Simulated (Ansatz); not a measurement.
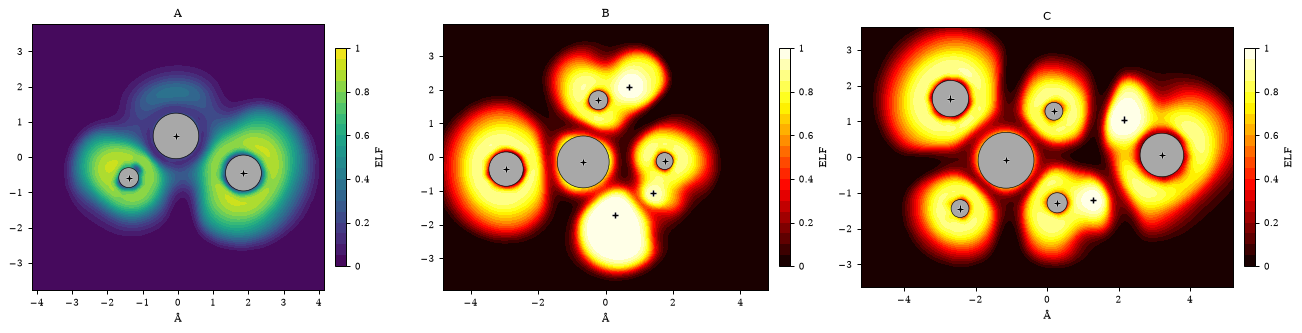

The ELF of 3 systems, each on a plane through atoms (crosses mark nuclei in the plane; grey discs cover the cores).

Method: RKS PBE/def2-SVP (Ansatz 0.2.0).

System 1: Cl$_{3}$FH$_{3}$OTa, the plane of atoms Cl7, Ta1 and H8. Core potentials replace the inner electrons of Ta.

```xyz
9

Ta   -0.4044   -0.4786    0.2389
F     1.7333    0.6123    0.5026
Cl   -0.2918   -0.7971    2.5590
Cl    0.2220   -0.6981   -2.0099
O    -0.8155    1.3593    0.2322
H    -0.1844    2.1023    0.3184
Cl   -2.3460   -1.6829   -0.0054
H     1.1251   -1.4742    0.3892
H     1.8509   -0.3873    0.4946
```

System 2: ClGeH$_{3}$O, the plane of atoms O2, Ge1 and Cl6. 

```xyz
6

Ge    0.3385    0.0001    0.0570
O     0.6692   -0.1380    1.8096
H    -0.1572   -0.1641    2.3278
H     1.7333   -0.0031   -0.5980
H    -0.5523    1.2284   -0.2653
Cl   -0.7740   -1.7514   -0.6278
```

System 3: Cl$_{3}$F$_{2}$HOW···HBr, the plane of atoms O2, W1 and F5. Core potentials replace the inner electrons of W.

| atom | x (Å) | y (Å) | z (Å) |
| --- | --- | --- | --- |
| W | -0.0270 | -0.4196 | -0.0909 |
| O | -0.5389 | -0.4514 | 1.6975 |
| H | -0.9174 | 0.2146 | 2.3382 |
| Cl | 2.1772 | 0.0609 | 0.4803 |
| F | -0.4771 | 1.4423 | -0.0274 |
| Cl | -2.1922 | -0.9508 | -0.7662 |
| F | 0.4057 | -2.2349 | -0.1281 |
| Cl | 0.5194 | -0.0619 | -2.3198 |
| Br | -1.6562 | 2.3317 | 2.8789 |
| H | -1.2337 | 2.4505 | 1.4963 |

Question: Which map belongs to which system?

Answer: Panel A is system 2, ClGeH$_{3}$O: the plane holds Ge, O and Cl. Ge–O (1.79 Å): the ELF peaks at about 0.85 in the valence shell of O, 0.7 Å from its nucleus, and is about 0.30 at the midpoint. Panel B is system 1, Cl$_{3}$FH$_{3}$OTa: the plane holds Ta, F, O, H and Cl. Ta–O (1.88 Å): the ELF peaks at about 0.85 in the valence shell of O, 0.6 Å from its nucleus, and drops to about 0.25 between the two atoms. Panel C is system 3, Cl$_{3}$F$_{2}$HOW···HBr: the plane holds W, O, H, F, Cl and Br. F5···H10 (1.98 Å): the ELF dips to about 0.10 between them.
